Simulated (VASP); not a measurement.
# Which magnetic order does MnF2 take?, part 2 of 5

Aim: compare collinear orders of MnF2. The start is a cell from a database of measured crystal structures.

VASP 6.6.1, plane waves and PAW; the level of theory is named at each step.

Still holding for the runs below: The magnetic state follows from one typed start and may not be the lowest.

So far, largest spin moment in the PAW sphere (μB): step 2 (magnetic order, 6 atoms, start order ferro) 4.69.

### 3. Magnetic order, 6 atoms, start order antiferro

This step: PBE, DFT+U (Mn d 4 eV), spin-polarised, from moments of both signs; plane waves and PAW (Mn_pv, F) (VASP 6.6.1).

Contents of INCAR:

```
SYSTEM = MnF2
PREC = Accurate
ENCUT = 480
EDIFF = 1E-06
NELM = 150
ISMEAR = -1
SIGMA = 0.02
LREAL = .FALSE.
ALGO = Normal
GGA = PE
NBANDS = 36
ISPIN = 2
MAGMOM = 4.5 -4.5 0 0 0 0
LDAU = .TRUE.
LDAUTYPE = 2
LDAUL = 2 -1
LDAUU = 4 0
LDAUJ = 0 0
LDAUPRINT = 1
LASPH = .TRUE.
LMAXMIX = 4
LORBIT = 11
LWAVE = .FALSE.
LCHARG = .TRUE.
KPAR = 4
AMIX = 0.2
BMIX = 1E-04
AMIX_MAG = 0.8
BMIX_MAG = 1E-04
```

Contents of POSCAR:

```
MnF2
1.0
    4.8738000000      0.0000000000      0.0000000000
    0.0000000000      4.8738000000      0.0000000000
    0.0000000000      0.0000000000      3.3107000000
Mn F
2 4
Direct
    0.0000000000      0.0000000000      0.0000000000
    0.5000000000      0.5000000000      0.5000000000
    0.3053000000      0.3053000000      0.0000000000
    0.1947000000      0.8053000000      0.5000000000
    0.6947000000      0.6947000000      0.0000000000
    0.8053000000      0.1947000000      0.5000000000
```

Contents of KPOINTS:

```
Automatic mesh
0
Gamma
6 6 10
0 0 0
```

The projector-augmented-wave data sets are Mn_pv and F (PBE family, release 64).

Run with:

```bash
$ mpirun -np 4 vasp_std
```

Log:

```text
[... set-up lines as in an earlier step ...]
 entering main loop
       N       E                     dE             d eps       ncg     rms          rms(c)
DAV:   1     0.678805562387E+03    0.67881E+03   -0.29727E+04  8896   0.161E+03
DAV:   2     0.253415571591E+02   -0.65346E+03   -0.62055E+03  9352   0.485E+02
DAV:   3    -0.370867092756E+02   -0.62428E+02   -0.61821E+02  9440   0.163E+02
DAV:   4    -0.382553632721E+02   -0.11687E+01   -0.11666E+01  9544   0.244E+01
DAV:   5    -0.382703130158E+02   -0.14950E-01   -0.14949E-01  9236   0.292E+00    0.213E+01
DAV:   6    -0.384043706480E+02   -0.13406E+00   -0.65525E+00 10060   0.194E+01    0.171E+01
DAV:   7    -0.378341595550E+02    0.57021E+00   -0.49315E+00 10480   0.170E+01    0.139E+01
DAV:   8    -0.376032475446E+02    0.23091E+00   -0.13912E+00  9452   0.161E+01    0.566E+00
DAV:   9    -0.378377150626E+02   -0.23447E+00   -0.32887E-01  9684   0.815E+00    0.268E+00
DAV:  10    -0.378465189648E+02   -0.88039E-02   -0.12447E-01  9428   0.231E+00    0.103E+00
DAV:  11    -0.378473925227E+02   -0.87356E-03   -0.13327E-02  9144   0.134E+00    0.376E-01
DAV:  12    -0.378480239835E+02   -0.63146E-03   -0.12585E-02  9000   0.737E-01    0.256E-01
DAV:  13    -0.378476976475E+02    0.32634E-03   -0.95835E-04  9088   0.286E-01    0.209E-01
DAV:  14    -0.378472954926E+02    0.40215E-03   -0.14093E-03  9120   0.221E-01    0.499E-02
DAV:  15    -0.378472830803E+02    0.12412E-04   -0.22983E-04  9472   0.893E-02    0.144E-02
DAV:  16    -0.378472831910E+02   -0.11071E-06   -0.48646E-06  9028   0.179E-02
   1 F= -.37847283E+02 E0= -.37847283E+02  d E =-.126226E-12  mag=     0.0000
```

The job ended after 34 s (4 MPI ranks of Intel Xeon Platinum 8559C (Emerald Rapids), shared host; peak memory 1.3 GiB; 2.2 min of CPU time).

Parts of OUTCAR (step 3):

```text
 Found     60 irreducible k-points:

   NELECT =      54.0000    total number of electrons

atom =   1  type =  1  l = 2

 onsite density matrix

spin component  1

  0.9704  0.0000 -0.0189  0.0000 -0.0000
  0.0000  0.9651  0.0000 -0.0167  0.0000
 -0.0189  0.0000  0.9595  0.0000  0.0000
  0.0000 -0.0167  0.0000  0.9651  0.0000
 -0.0000  0.0000  0.0000  0.0000  0.9485

spin component  2

  0.0451  0.0000 -0.0252  0.0000 -0.0000
  0.0000  0.0371  0.0000 -0.0216  0.0000
 -0.0252  0.0000  0.0317  0.0000 -0.0000
  0.0000 -0.0216  0.0000  0.0371  0.0000
 -0.0000  0.0000 -0.0000  0.0000  0.0135

 occupancies and eigenvectors

  o =  0.0123  v =  0.0000  0.0000  0.0000  0.0000  0.0000 -0.6089  0.0000 -0.7933  0.0000 -0.0000      0.0000  0.0000  0.0000  0.0000  0.0000  0.0000  0.0000  0.0000  0.0000  0.0000
  o =  0.0135  v =  0.0000  0.0000  0.0000  0.0000  0.0000 -0.0000 -0.0000 -0.0000 -0.0000  1.0000      0.0000  0.0000  0.0000  0.0000  0.0000  0.0000  0.0000  0.0000  0.0000  0.0000
  o =  0.0156  v =  0.0000  0.0000  0.0000  0.0000  0.0000  0.0000  0.7071  0.0000  0.7071  0.0000      0.0000  0.0000  0.0000  0.0000  0.0000  0.0000  0.0000  0.0000  0.0000  0.0000
  o =  0.0587  v =  0.0000  0.0000  0.0000  0.0000  0.0000 -0.0000 -0.7071  0.0000  0.7071 -0.0000      0.0000  0.0000  0.0000  0.0000  0.0000  0.0000  0.0000  0.0000  0.0000  0.0000
  o =  0.0645  v =  0.0000  0.0000  0.0000  0.0000  0.0000 -0.7933  0.0000  0.6089 -0.0000 -0.0000      0.0000  0.0000  0.0000  0.0000  0.0000  0.0000  0.0000  0.0000  0.0000  0.0000
  o =  0.9453  v = -0.6020  0.0000 -0.7985  0.0000 -0.0000  0.0000  0.0000  0.0000  0.0000  0.0000      0.0000  0.0000  0.0000  0.0000  0.0000  0.0000  0.0000  0.0000  0.0000  0.0000
  o =  0.9485  v =  0.0000 -0.7071  0.0000 -0.7071  0.0000  0.0000  0.0000  0.0000  0.0000  0.0000      0.0000  0.0000  0.0000  0.0000  0.0000  0.0000  0.0000  0.0000  0.0000  0.0000
  o =  0.9485  v =  0.0000 -0.0000  0.0000  0.0000 -1.0000  0.0000  0.0000  0.0000  0.0000  0.0000      0.0000  0.0000  0.0000  0.0000  0.0000  0.0000  0.0000  0.0000  0.0000  0.0000
  o =  0.9818  v =  0.0000 -0.7071  0.0000  0.7071  0.0000  0.0000  0.0000  0.0000  0.0000  0.0000      0.0000  0.0000  0.0000  0.0000  0.0000  0.0000  0.0000  0.0000  0.0000  0.0000
  o =  0.9846  v = -0.7985  0.0000  0.6020  0.0000  0.0000  0.0000  0.0000  0.0000  0.0000  0.0000      0.0000  0.0000  0.0000  0.0000  0.0000  0.0000  0.0000  0.0000  0.0000  0.0000

atom =   2  type =  1  l = 2

 onsite density matrix

spin component  1

  0.0451  0.0000  0.0252  0.0000 -0.0000
  0.0000  0.0371  0.0000  0.0216  0.0000
  0.0252  0.0000  0.0317  0.0000 -0.0000
  0.0000  0.0216  0.0000  0.0371  0.0000
 -0.0000  0.0000 -0.0000  0.0000  0.0135

spin component  2

  0.9704  0.0000  0.0189  0.0000 -0.0000
  0.0000  0.9651  0.0000  0.0167  0.0000
  0.0189  0.0000  0.9595  0.0000  0.0000
  0.0000  0.0167  0.0000  0.9651  0.0000
 -0.0000  0.0000  0.0000  0.0000  0.9485

 occupancies and eigenvectors

  o =  0.0123  v = -0.6089  0.0000  0.7933  0.0000  0.0000  0.0000  0.0000  0.0000  0.0000  0.0000      0.0000  0.0000  0.0000  0.0000  0.0000  0.0000  0.0000  0.0000  0.0000  0.0000
  o =  0.0135  v = -0.0000 -0.0000  0.0000  0.0000 -1.0000  0.0000  0.0000  0.0000  0.0000  0.0000      0.0000  0.0000  0.0000  0.0000  0.0000  0.0000  0.0000  0.0000  0.0000  0.0000
  o =  0.0156  v =  0.0000 -0.7071  0.0000  0.7071  0.0000  0.0000  0.0000  0.0000  0.0000  0.0000      0.0000  0.0000  0.0000  0.0000  0.0000  0.0000  0.0000  0.0000  0.0000  0.0000
  o =  0.0587  v =  0.0000 -0.7071  0.0000 -0.7071  0.0000  0.0000  0.0000  0.0000  0.0000  0.0000      0.0000  0.0000  0.0000  0.0000  0.0000  0.0000  0.0000  0.0000  0.0000  0.0000
  o =  0.0645  v = -0.7933  0.0000 -0.6089  0.0000  0.0000  0.0000  0.0000  0.0000  0.0000  0.0000      0.0000  0.0000  0.0000  0.0000  0.0000  0.0000  0.0000  0.0000  0.0000  0.0000
  o =  0.9453  v =  0.0000  0.0000  0.0000  0.0000  0.0000 -0.6020  0.0000  0.7985  0.0000 -0.0000      0.0000  0.0000  0.0000  0.0000  0.0000  0.0000  0.0000  0.0000  0.0000  0.0000
  o =  0.9485  v =  0.0000  0.0000  0.0000  0.0000  0.0000  0.0000  0.7071  0.0000 -0.7071 -0.0000      0.0000  0.0000  0.0000  0.0000  0.0000  0.0000  0.0000  0.0000  0.0000  0.0000
  o =  0.9485  v =  0.0000  0.0000  0.0000  0.0000  0.0000  0.0000  0.0000  0.0000  0.0000  1.0000      0.0000  0.0000  0.0000  0.0000  0.0000  0.0000  0.0000  0.0000  0.0000  0.0000
  o =  0.9818  v =  0.0000  0.0000  0.0000  0.0000  0.0000  0.0000 -0.7071  0.0000 -0.7071  0.0000      0.0000  0.0000  0.0000  0.0000  0.0000  0.0000  0.0000  0.0000  0.0000  0.0000
  o =  0.9846  v =  0.0000  0.0000  0.0000  0.0000  0.0000 -0.7985  0.0000 -0.6020  0.0000  0.0000      0.0000  0.0000  0.0000  0.0000  0.0000  0.0000  0.0000  0.0000  0.0000  0.0000

 E-fermi :   1.9791

 spin component 1
 k-point     1 :       0.0000    0.0000    0.0000
  band No.  band energies     occupation
    ...
     23      -0.4757      1.00000
     24      -0.3013      1.00000
     25      -0.0240      1.00000
     26       0.9773      1.00000
     27       1.4062      1.00000
     28       5.0064      0.00000
     29       6.9722      0.00000
     30       7.5653      0.00000
     31       7.6264      0.00000
     32       8.3567      0.00000
    ...

 k-point     2 :       0.1667    0.0000    0.0000
  band No.  band energies     occupation
    ...
     23      -0.4530      1.00000
     24      -0.2859      1.00000
     25      -0.0011      1.00000
     26       1.0623      1.00000
     27       1.4156      1.00000
     28       5.3272      0.00000
     29       6.9886      0.00000
     30       7.5603      0.00000
     31       7.6172      0.00000
     32       8.3223      0.00000
    ...

 k-point     3 :       0.3333    0.0000    0.0000
  band No.  band energies     occupation
    ...
     23      -0.4180      1.00000
     24      -0.2587      1.00000
     25       0.0321      1.00000
     26       1.2158      1.00000
     27       1.4343      1.00000
     28       6.1429      0.00000
     29       7.0226      0.00000
     30       7.5497      0.00000
     31       7.5986      0.00000
     32       8.2039      0.00000
    ...

 k-point     4 :       0.5000    0.0000    0.0000
  band No.  band energies     occupation
    ...
     23      -0.4033      1.00000
     24      -0.2466      1.00000
     25       0.0453      1.00000
     26       1.2864      1.00000
     27       1.4436      1.00000
     28       6.9152      0.00000
     29       7.0807      0.00000
     30       7.5441      0.00000
     31       7.5893      0.00000
     32       7.6293      0.00000
    ...

  Total        1.6889673      1.6889673      1.9433796      0.0000000      0.0000000      0.0000000
  in kB       34.4093597     34.4093597     39.5925049      0.0000000      0.0000000      0.0000000
  external PRESSURE =      36.1370748 kB  Pullay stress =       0.0000000 kB

 POSITION                                       TOTAL-FORCE (eV/Angst)
 -----------------------------------------------------------------------------------
      0.00000      0.00000      0.00000         0.000000      0.000000      0.000000
      2.43690      2.43690      1.65535         0.000000      0.000000      0.000000
      1.48797      1.48797      0.00000        -0.052079     -0.052079      0.000000
      0.94893      3.92487      1.65535         0.052079     -0.052079      0.000000
      3.38583      3.38583      0.00000         0.052079      0.052079     -0.000000
      3.92487      0.94893      1.65535        -0.052079      0.052079     -0.000000
 -----------------------------------------------------------------------------------
    total drift:                                0.000000      0.000000      0.000000

  FREE ENERGIE OF THE ION-ELECTRON SYSTEM (eV)
  ---------------------------------------------------
  free  energy   TOTEN  =       -37.8472831910 eV

  energy  without entropy=      -37.8472831910  energy(sigma->0) =      -37.84728319

 total charge
# of ion       s       p       d       tot
------------------------------------------
    1        0.163   6.147   4.955  11.265
    2        0.163   6.147   4.955  11.265
    3        1.740   4.380   0.000   6.119
    4        1.740   4.380   0.000   6.119
    5        1.740   4.380   0.000   6.119
    6        1.740   4.380   0.000   6.119
--------------------------------------------------
tot          7.286  29.812   9.910  47.008

 magnetization (x)
# of ion       s       p       d       tot
------------------------------------------
    1        0.019   0.018   4.634   4.671
    2       -0.019  -0.018  -4.634  -4.671
    3       -0.002  -0.016   0.000  -0.018
    4        0.002   0.016   0.000   0.018
    5       -0.002  -0.016   0.000  -0.018
    6        0.002   0.016   0.000   0.018
--------------------------------------------------
tot         -0.000   0.000   0.000   0.000

[... 9 parts as in an earlier step ...]

[... 6 further parts left out ...]
```

This step gave:

```yaml
free_energy_toten: -37.85 eV
fermi_energy: 1.979 eV
gap_on_the_k_mesh: 3.563 eV
least_direct_gap_on_the_k_mesh: 3.600 eV
```

Spin moment in the PAW sphere by atom:

| atom | spin moment in the PAW sphere (μB) |
| --- | --- |
| Mn1 | 4.67 |
| Mn2 | -4.67 |
| F3 | -0.02 |
| F4 | 0.02 |
| F5 | -0.02 |
| F6 | 0.02 |

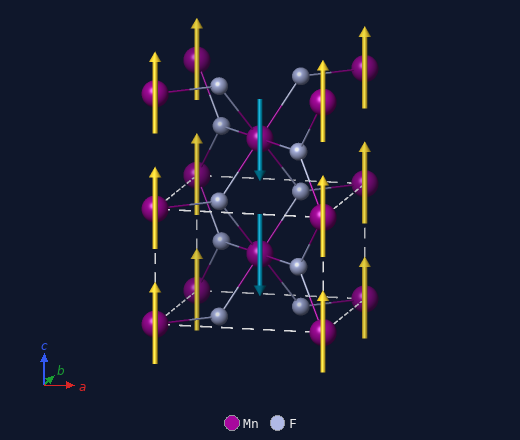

Spin moment in the PAW sphere as arrows, the longest 4.67 μB. Up and down stand for the sign. Arrows give size and sign along the axis of quantisation, drawn up and down the page. The two directions have two colours. 1×1×2 cells are drawn. Some periodic images of atoms are drawn too.

Force by atom:

| atom | x (eV/Å) | y (eV/Å) | z (eV/Å) | size |
| --- | --- | --- | --- | --- |
| Mn1 | 0.0000 | 0.0000 | 0.0000 | 0.0000 |
| Mn2 | 0.0000 | 0.0000 | 0.0000 | 0.0000 |
| F3 | -0.0521 | -0.0521 | 0.0000 | 0.0737 |
| F4 | 0.0521 | -0.0521 | 0.0000 | 0.0737 |
| F5 | 0.0521 | 0.0521 | 0.0000 | 0.0737 |
| F6 | -0.0521 | 0.0521 | 0.0000 | 0.0737 |

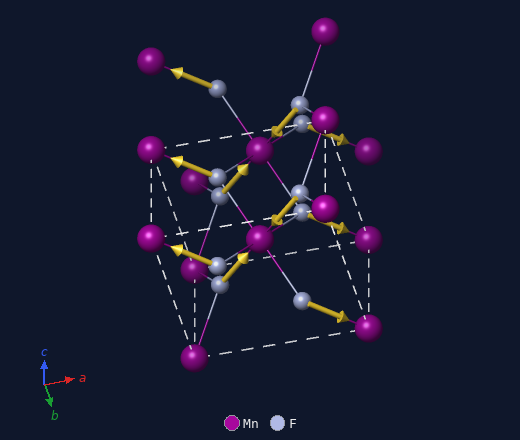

Force as arrows, the longest 0.0737 eV/Å. 1×1×2 cells are drawn. Some periodic images of atoms are drawn too.

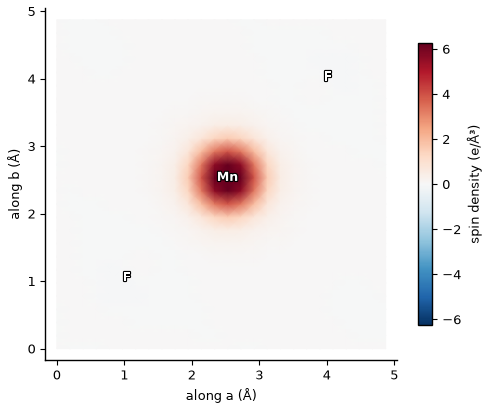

Spin density in the ab plane at fractional z = 0.000, with atoms of Mn and F within 0.2 Å of it. The map starts off the cell's origin, so that atoms lie inside it.

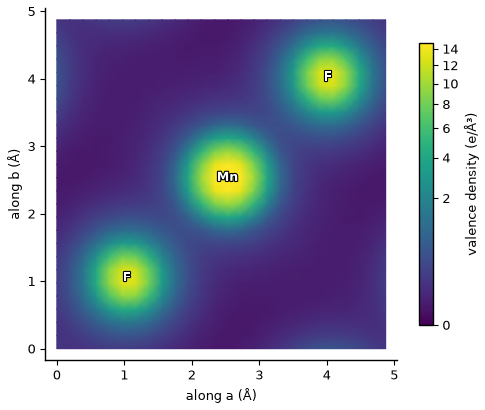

Valence density in the ab plane at fractional z = 0.000, with atoms of Mn and F within 0.2 Å of it. It is the smooth field of the valence electrons, not physical close to the nuclei. The map starts off the cell's origin, so that atoms lie inside it. The colour scale is stretched toward low values.

The largest moment at the end is 4.67 μB, and the moments of the cell sum to 0.00 μB.

### 4. Magnetic order, 12 atoms, start order antiferro q=(1/2,1/2,1/2)

System of this step: MnF2. It takes space group P4_2/mnm (No. 136, tetragonal). Conventional cell: a = 4.874 Å, b = 4.874 Å, c = 3.311 Å, α = 90.00°, β = 90.00°, γ = 90.00°. Nearest to Mn lie 6 F at 2.10 to 2.13 Å. Nearest to F lie 3 Mn at 2.10 to 2.13 Å. Farther neighbours and most contacts between anions are not listed.

INCAR: that of step 3 with these lines changed.

```diff
@@ -10,5 +10,5 @@
 GGA = PE
-NBANDS = 36
+NBANDS = 70
 ISPIN = 2
-MAGMOM = 4.5 -4.5 0 0 0 0
+MAGMOM = 4.5 -4.5 4.5 -4.5 0 0 0 0 0 0 0 0
 LDAU = .TRUE.
@@ -23,3 +23,3 @@
 LWAVE = .FALSE.
-LCHARG = .TRUE.
+LCHARG = .FALSE.
 KPAR = 4
```

Contents of POSCAR:

```
MnF2
1.0
    9.7476000000      0.0000000000      0.0000000000
    4.8738000000      4.8738000000      0.0000000000
    4.8738000000      0.0000000000      3.3107000000
Mn F
4 8
Direct
    0.0000000000      0.0000000000      0.0000000000
    0.5000000000      0.0000000000      0.0000000000
    0.7500000000      0.5000000000      0.5000000000
    0.2500000000      0.5000000000      0.5000000000
    0.0000000000      0.3053000000      0.0000000000
    0.5000000000      0.3053000000      0.0000000000
    0.4447000000      0.8053000000      0.5000000000
    0.9447000000      0.8053000000      0.5000000000
    0.0000000000      0.6947000000      0.0000000000
    0.5000000000      0.6947000000      0.0000000000
    0.0553000000      0.1947000000      0.5000000000
    0.5553000000      0.1947000000      0.5000000000
```

Contents of KPOINTS:

```
Automatic mesh
0
Gamma
6 6 12
0 0 0
```

Run with:

```bash
$ mpirun -np 4 vasp_std
```

Log:

```text
[banner, memory and clock lines left out]
running    4 mpi-ranks, on    1 nodes
[...]
LDA part: xc-table for (Slater+PW92), standard interpolation
 POSCAR, INCAR and KPOINTS ok, starting setup
[...]
entering main loop
       N       E                     dE             d eps       ncg     rms          rms(c)
DAV:   1     0.148559833466E+04    0.14856E+04   -0.57426E+04 16960   0.166E+03
DAV:   2     0.965591686882E+02   -0.13890E+04   -0.12749E+04 17056   0.511E+02
DAV:   3    -0.715245837335E+02   -0.16808E+03   -0.16539E+03 17482   0.192E+02
DAV:   4    -0.764455441910E+02   -0.49210E+01   -0.48985E+01 18328   0.343E+01
[...]
DAV:  16    -0.756593529450E+02    0.47444E-05   -0.64835E-05 17080   0.372E-02    0.398E-02
DAV:  17    -0.756593469984E+02    0.59466E-05   -0.25143E-05 17670   0.243E-02    0.934E-03
DAV:  18    -0.756593468559E+02    0.14256E-06   -0.69252E-07 10390   0.435E-03
   1 F= -.75659347E+02 E0= -.75659347E+02  d E =-.790416E-14  mag=     0.0000
```

Run time: 7.1 min. Hardware: 4 MPI ranks; peak memory 3.9 GiB.

OUTCAR, selected parts (step 4):

```text
  Total        3.6353466      3.6353466      4.1992384      0.0000000      0.0000000      0.0000000
  in kB       37.0314885     37.0314885     42.7755776      0.0000000      0.0000000      0.0000000
  external PRESSURE =      38.9461849 kB  Pullay stress =       0.0000000 kB

 POSITION                                       TOTAL-FORCE (eV/Angst)
 -----------------------------------------------------------------------------------
      0.00000      0.00000      0.00000         0.000000      0.000000      0.039593
      4.87380      0.00000      0.00000         0.000000      0.000000      0.039593
     12.18450      2.43690      1.65535         0.000000      0.000000      0.039593
      7.31070      2.43690      1.65535         0.000000      0.000000      0.039593
      1.48797      1.48797      0.00000        -0.047708     -0.047708     -0.019797
      6.36177      1.48797      0.00000        -0.047708     -0.047708     -0.019797
     10.69653      3.92487      1.65535         0.047708     -0.047708     -0.019797
     15.57033      3.92487      1.65535         0.047708     -0.047708     -0.019797
      3.38583      3.38583      0.00000         0.047708      0.047708     -0.019797
      8.25963      3.38583      0.00000         0.047708      0.047708     -0.019797
      3.92487      0.94893      1.65535        -0.047708      0.047708     -0.019797
      8.79867      0.94893      1.65535        -0.047708      0.047708     -0.019797
 -----------------------------------------------------------------------------------
    total drift:                                0.000000     -0.000000     -0.000005

  FREE ENERGIE OF THE ION-ELECTRON SYSTEM (eV)
  ---------------------------------------------------
  free  energy   TOTEN  =       -75.6593468559 eV

  energy  without entropy=      -75.6593468559  energy(sigma->0) =      -75.65934686

 magnetization (x)
# of ion       s       p       d       tot
------------------------------------------
    1        0.020   0.019   4.639   4.678
    2       -0.020  -0.019  -4.639  -4.678
    3        0.020   0.019   4.639   4.678
    4       -0.020  -0.019  -4.639  -4.678
    5        0.002   0.017   0.000   0.019
    6       -0.002  -0.017   0.000  -0.019
    7        0.002   0.017   0.000   0.019
    8       -0.002  -0.017   0.000  -0.019
    9        0.002   0.017   0.000   0.019
   10       -0.002  -0.017   0.000  -0.019
   11        0.002   0.017   0.000   0.019
   12       -0.002  -0.017   0.000  -0.019
--------------------------------------------------
tot          0.000   0.000  -0.000  -0.000

[... 3 further parts left out ...]
[key lines of the parts left out:]
E-fermi :   2.2410
```

Spin moment in the PAW sphere by atom:

```
atom  spin moment in the PAW sphere (μB)
 Mn1                                4.68
 Mn2                               -4.68
 Mn3                                4.68
 Mn4                               -4.68
  F5                                0.02
  F6                               -0.02
  F7                                0.02
  F8                               -0.02
  F9                                0.02
 F10                               -0.02
 F11                                0.02
 F12                               -0.02
```

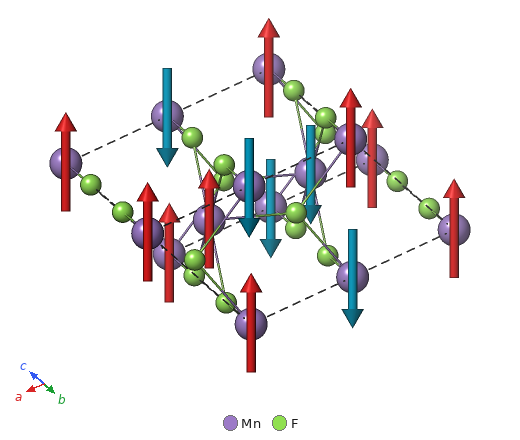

Spin moment in the PAW sphere as arrows, the longest 4.68 μB. Up and down stand for the sign. Arrows give size and sign along the axis of quantisation, drawn up and down the page. The two directions have two colours. Some periodic images of atoms are drawn too.

The largest moment at the end is 4.68 μB, and the moments of the cell sum to 0.00 μB.

(Continued in part 3 of 5.)

[Lines on the potential files, build, host, timing and source positions are cut from VASP's logs without a mark.]

[Logs are printed without paths, hosts, clocks, repeated set-up lines and the standing remarks that a program may print on its own settings, such as how far it seeks lower states.]

[Hosts, paths, dates, database ids (printed as entryN), source tags and the programs' standing remarks are cut or masked in the printed files.]

[Runs that stopped without an error message from VASP are left out.]

[In band tables of VASP the shares of atoms and orbitals are scaled to a sum of 1 inside the atoms' spheres.]
